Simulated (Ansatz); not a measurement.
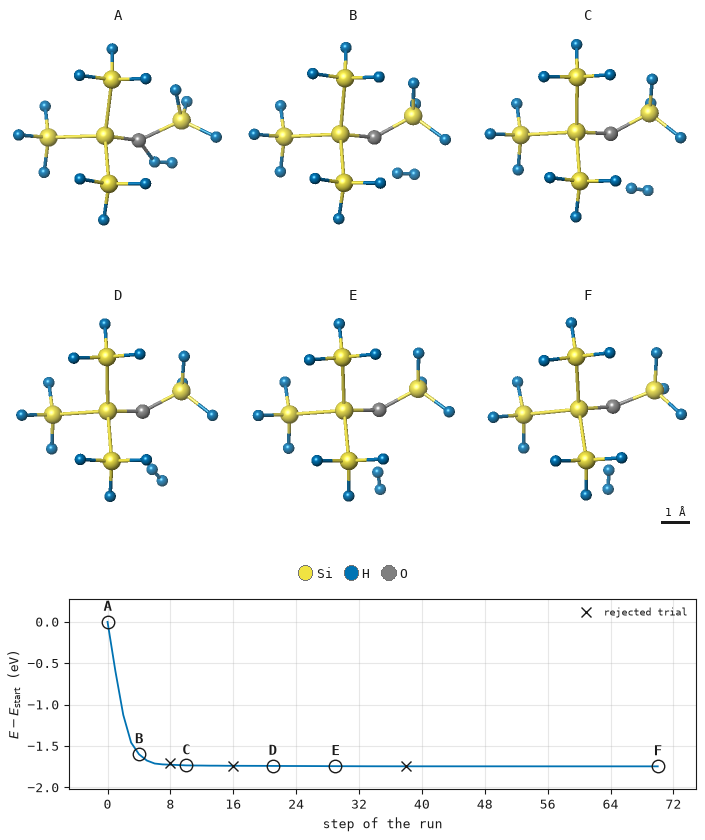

Frames of a relaxation of Si5H14O (started from a transition state, displaced along its imaginary mode), marked on the history of the run. Style: ball-and-stick. Shown at a tilt.

These are results of Ansatz, RKS PBE0-D4/def2-TZVP, not measurements. (force threshold 0.005 eV/Å; at most 200 steps)

### Describe the path.

The energy falls by 1.746 eV in 67 accepted moves (70 points after the start). The largest force component goes from 1.6 to 0.0031 eV/Å. The line search rejected the trial steps at points 8, 16, 38 of the run. The forces were under the threshold at step 47, but the run went on from there. The largest move after the best rigid fit is that of an H atom, 2.11 Å. By element the largest moves are H 2.11 Å, O 0.53 Å, Si 0.46 Å. Some distances before and after: H–Si 1.884 → 4.271 Å, H–Si 1.898 → 3.586 Å, H–O 1.382 → 2.717 Å, O–Si 1.772 → 1.638 Å. Bond angles that change, for instance: O–Si–H 92.2° → 109.8°, O–Si–H 119.7° → 108.2°, O–Si–H 121.4° → 110.2°. Groups turn about O–Si by about 30°. The run took about 90 s of wall time on a shared GPU. From step 0 to 4: H atoms move most (0.70 Å), energy −1.599 eV. From step 4 to 10: an H atom moves most (0.69 Å), energy −0.135 eV. From step 10 to 21: an H atom moves most (0.67 Å), energy −0.006 eV. From step 21 to 29: an H atom moves most (0.71 Å), energy −0.003 eV. From step 29 to 70: an H atom moves most (0.35 Å), energy −0.002 eV.

```tsv
step	E − E(0), eV	largest force component, eV/Å	note
0	0.0000	1.6211	
1	-0.5958	1.7023	
2	-1.1241	1.5503	
3	-1.4586	0.6685	
4	-1.5994	0.3200	
5	-1.6752	0.1983	
6	-1.7115	0.0641	
7	-1.7219	0.2316	
8	-1.7071	0.7297	rejected
9	-1.7298	0.0834	
10	-1.7340	0.0392	
13	-1.7372	0.0410	
16	-1.7373	0.0703	rejected
19	-1.7395	0.1072	
23	-1.7412	0.0856	
26	-1.7421	0.1154	
29	-1.7432	0.2108	
32	-1.7442	0.0060	
35	-1.7448	0.0706	
38	-1.7450	0.0182	rejected
42	-1.7451	0.0074	
45	-1.7452	0.0085	
48	-1.7452	0.0078	
51	-1.7452	0.0101	
54	-1.7453	0.0192	
57	-1.7454	0.0123	
61	-1.7455	0.0069	
64	-1.7455	0.0057	
67	-1.7455	0.0076	
70	-1.7455	0.0031
```
